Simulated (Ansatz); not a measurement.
# (GaN)1(SiC)3 [0001] superlattice, started as wurtzite: from the cell to its phonons, part 2 of 2

Aim: the vibrations of (GaN)1(SiC)3 [0001] superlattice, started as wurtzite, their spectra, and whether the structure is stable.

Ansatz 0.2.0; DFT PBEsol, scalar-relativistic, plane waves, PAW.

So far. Step 4 (Relaxing to small forces for the phonons): The largest force component left is 0.27 meV/Å and the pressure is 0.000 GPa, within the tolerances set. The cell now holds 10.71 Å³/atom. The relaxed cell has a = 3.107, c = 10.245 Å (conventional setting).

The structure was built from a prototype and need not be the compound's stable phase.

## (5) Linear response at the zone centre (continued)

Patterns of degenerate modes are one choice out of their space. The modes at Γ (shares of kinetic energy by element, %):

| mode | frequency (cm⁻¹) | symmetry | C % | Ga % | N % | Si % |
| --- | --- | --- | --- | --- | --- | --- |
| 1 | 0.0 | acoustic | 18 | 34 | 7 | 41 |
| 2 | 0.0 | acoustic | 18 | 34 | 7 | 41 |
| 3 | 0.0 | acoustic | 18 | 34 | 7 | 41 |
| 4 | 116.8 | E | 13 | 45 | 8 | 34 |
| 5 | 116.8 | E | 13 | 45 | 8 | 34 |
| 6 | 178.0 | E | 17 | 6 | 11 | 66 |
| 7 | 178.0 | E | 17 | 6 | 11 | 66 |
| 8 | 203.6 | A1 | 8 | 61 | 7 | 24 |
| 9 | 236.2 | E | 21 | 1 | 5 | 72 |
| 10 | 236.2 | E | 21 | 1 | 5 | 72 |
| 11 | 346.3 | A1 | 17 | 4 | 15 | 64 |
| 12 | 479.7 | A1 | 17 | 1 | 31 | 51 |
| 13 | 562.1 | E | 0 | 0 | 69 | 31 |
| 14 | 562.1 | E | 0 | 0 | 69 | 31 |
| 15 | 612.3 | A1 | 5 | 0 | 35 | 59 |
| 16 | 693.8 | E | 75 | 2 | 0 | 23 |
| 17 | 693.8 | E | 75 | 2 | 0 | 23 |
| 18 | 711.6 | E | 80 | 6 | 0 | 14 |
| 19 | 711.6 | E | 80 | 6 | 0 | 14 |
| 20 | 722.3 | E | 77 | 5 | 0 | 19 |
| 21 | 722.3 | E | 77 | 5 | 0 | 19 |
| 22 | 805.5 | A1 | 79 | 0 | 4 | 17 |
| 23 | 860.1 | A1 | 79 | 0 | 1 | 21 |
| 24 | 908.7 | A1 | 77 | 0 | 1 | 22 |

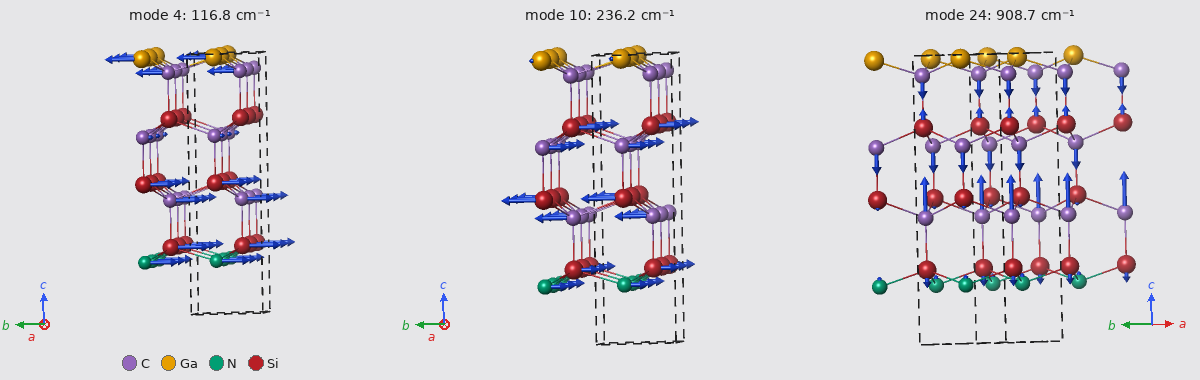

Displacement patterns of modes 4, 10 and 24 at Γ; arrows are exaggerated. 3×2×1 cells are drawn.

Before it was imposed, the acoustic sum rule was missed by 5.6e-5 eV/Å². Small misses are needed for a sound result but don't prove that mesh and cutoff are converged. The lowest optical mode is real, 117 cm⁻¹.

## (6) Isotope substitution, element C, natural mass 12.011 amu

An isotope changes the mass and not the force constants, so no new electronic calculation is needed; the shifts show which modes move this element.

The same force constants with the mass of C changed from 12.011 to 13.003 u (phonopy, no LO-TO term). Both lists are sorted by frequency; levels can cross, so a row need not hold one and the same mode. Modes under 3 cm⁻¹ are left out. Isotope shifts, by row:

| q | rank | natural mass (cm⁻¹) | changed mass (cm⁻¹) |
| --- | --- | --- | --- |
| 0 0 0 | 4 | 116.8 | 116.2 |
| 0 0 0 | 5 | 116.8 | 116.2 |
| 0 0 0 | 6 | 178 | 176.7 |
| 0 0 0 | 7 | 178 | 176.7 |
| 0 0 0 | 8 | 203.6 | 202.9 |
| 0 0 0 | 9 | 236.2 | 234.2 |
| 0 0 0 | 10 | 236.2 | 234.2 |
| 0 0 0 | 11 | 346.3 | 343.9 |
| 0 0 0 | 12 | 479.7 | 476.3 |
| 0 0 0 | 13 | 562.1 | 562.1 |
| 0 0 0 | 14 | 562.1 | 562.1 |
| 0 0 0 | 15 | 612.3 | 610.9 |
| 0 0 0 | 16 | 693.8 | 673.6 |
| 0 0 0 | 17 | 693.8 | 673.6 |
| 0 0 0 | 18 | 711.6 | 689.5 |
| 0 0 0 | 19 | 711.6 | 689.5 |
| 0 0 0 | 20 | 722.3 | 701.2 |
| 0 0 0 | 21 | 722.3 | 701.2 |
| 0 0 0 | 22 | 805.5 | 780.5 |
| 0 0 0 | 23 | 860.1 | 834.1 |
| 0 0 0 | 24 | 908.7 | 881.9 |

A mode of this element alone would shift by -3.89 %. The highest zone-centre frequency without the field goes from 908.7 to 881.9 cm⁻¹ (-3.0 %). The product of the frequency ratios over all optical modes at Γ is 0.715; the product rule, (m/m′)^(3k/2) (M′/M)^(3/2) with k = 3 such atoms and M the mass of the cell, gives 0.715.

## (7) Isotope substitution, element Ga, natural mass 69.723 amu

The same for Ga, from 69.72 to 70.92 u.

The same force constants with the mass of Ga changed from 69.723 to 70.925 u (phonopy, no LO-TO term). Both lists are sorted by frequency; levels can cross, so a row need not hold one and the same mode. Modes under 3 cm⁻¹ are left out. Isotope shifts, by row:

| q | rank | natural mass (cm⁻¹) | changed mass (cm⁻¹) |
| --- | --- | --- | --- |
| 0 0 0 | 4 | 116.8 | 116.3 |
| 0 0 0 | 5 | 116.8 | 116.3 |
| 0 0 0 | 6 | 178 | 177.9 |
| 0 0 0 | 7 | 178 | 177.9 |
| 0 0 0 | 8 | 203.6 | 202.6 |
| 0 0 0 | 9 | 236.2 | 236.1 |
| 0 0 0 | 10 | 236.2 | 236.1 |
| 0 0 0 | 11 | 346.3 | 346.2 |
| 0 0 0 | 12 | 479.7 | 479.7 |
| 0 0 0 | 13 | 562.1 | 562.1 |
| 0 0 0 | 14 | 562.1 | 562.1 |
| 0 0 0 | 15 | 612.3 | 612.3 |
| 0 0 0 | 16 | 693.8 | 693.7 |
| 0 0 0 | 17 | 693.8 | 693.7 |
| 0 0 0 | 18 | 711.6 | 711.3 |
| 0 0 0 | 19 | 711.6 | 711.3 |
| 0 0 0 | 20 | 722.3 | 722 |
| 0 0 0 | 21 | 722.3 | 722 |
| 0 0 0 | 22 | 805.5 | 805.5 |
| 0 0 0 | 23 | 860.1 | 860 |
| 0 0 0 | 24 | 908.7 | 908.7 |

A mode of this element alone would shift by -0.85 %. The highest zone-centre frequency without the field goes from 908.7 to 908.7 cm⁻¹ (-0.0 %). The product of the frequency ratios over all optical modes at Γ is 0.983; the product rule, (m/m′)^(3k/2) (M′/M)^(3/2) with k = 1 such atoms and M the mass of the cell, gives 0.983.

## (8) Another isotope, element N, natural mass 14.007 amu

The same for N, from 14.01 to 15.00 u.

A mode of this element alone would shift by -3.37 %. The highest zone-centre frequency without the field goes from 908.7 to 908.5 cm⁻¹ (-0.0 %). The product of the frequency ratios over all optical modes at Γ is 0.909; the product rule, (m/m′)^(3k/2) (M′/M)^(3/2) with k = 1 such atoms and M the mass of the cell, gives 0.909.

## (9) Isotope substitution, element Si, natural mass 28.085 amu

The same for Si, from 28.09 to 29.97 u.

The same force constants with the mass of Si changed from 28.085 to 29.974 u (phonopy, no LO-TO term). Both lists are sorted by frequency; levels can cross, so a row need not hold one and the same mode. Modes under 3 cm⁻¹ are left out. Isotope shifts, by row:

| q | rank | natural mass (cm⁻¹) | changed mass (cm⁻¹) |
| --- | --- | --- | --- |
| 0 0 0 | 4 | 116.8 | 115.5 |
| 0 0 0 | 5 | 116.8 | 115.5 |
| 0 0 0 | 6 | 178 | 174.2 |
| 0 0 0 | 7 | 178 | 174.2 |
| 0 0 0 | 8 | 203.6 | 202 |
| 0 0 0 | 9 | 236.2 | 230.6 |
| 0 0 0 | 10 | 236.2 | 230.6 |
| 0 0 0 | 11 | 346.3 | 339 |
| 0 0 0 | 12 | 479.7 | 471.6 |
| 0 0 0 | 13 | 562.1 | 556.6 |
| 0 0 0 | 14 | 562.1 | 556.6 |
| 0 0 0 | 15 | 612.3 | 600.8 |
| 0 0 0 | 16 | 693.8 | 688.5 |
| 0 0 0 | 17 | 693.8 | 688.5 |
| 0 0 0 | 18 | 711.6 | 707.8 |
| 0 0 0 | 19 | 711.6 | 707.8 |
| 0 0 0 | 20 | 722.3 | 718.9 |
| 0 0 0 | 21 | 722.3 | 718.9 |
| 0 0 0 | 22 | 805.5 | 801.2 |
| 0 0 0 | 23 | 860.1 | 854.6 |
| 0 0 0 | 24 | 908.7 | 902.5 |

A mode of this element alone would shift by -3.20 %. The highest zone-centre frequency without the field goes from 908.7 to 902.5 cm⁻¹ (-0.7 %). The product of the frequency ratios over all optical modes at Γ is 0.777; the product rule, (m/m′)^(3k/2) (M′/M)^(3/2) with k = 3 such atoms and M the mass of the cell, gives 0.777.

## (10) Summary of results

```
space group after relaxation (within 0.01 Å)            : P3m1
volume per atom                                         : 10.7 Å³
electronic character                                    : no gap on this mesh
highest optical mode at the zone centre (no LO-TO term) : 909 cm⁻¹
lowest optical zone-centre mode                         : 117 cm⁻¹
imaginary modes at Γ (the only wavevector solved)       : none
```

What this shows: The structure is stable against zone-centre distortions, since no mode there is imaginary; other wavevectors were not solved, so zone-boundary instabilities are untested. The optical modes at Γ span 117 to 909 cm⁻¹. No dispersion was computed. The highest mode in this list at Γ, 908.7 cm⁻¹, is mostly motion of C (77 % of the kinetic energy). With no gap, or one that is small against the smearing, the frequencies hang on the k mesh and the smearing, most of all near Kohn anomalies. The starting cell was built on a prototype and not taken from a measurement, so the phase need not exist. These are harmonic frequencies at zero temperature: anharmonic shifts, linewidths and thermal expansion are left out.

[Logs are printed without paths, hosts, clocks, repeated set-up lines and the standing remarks that a program may print on its own settings, such as how far it seeks lower states.]

[Hosts, paths, dates, database ids (printed as entryN), source tags and the programs' standing remarks are cut or masked in the printed files.]
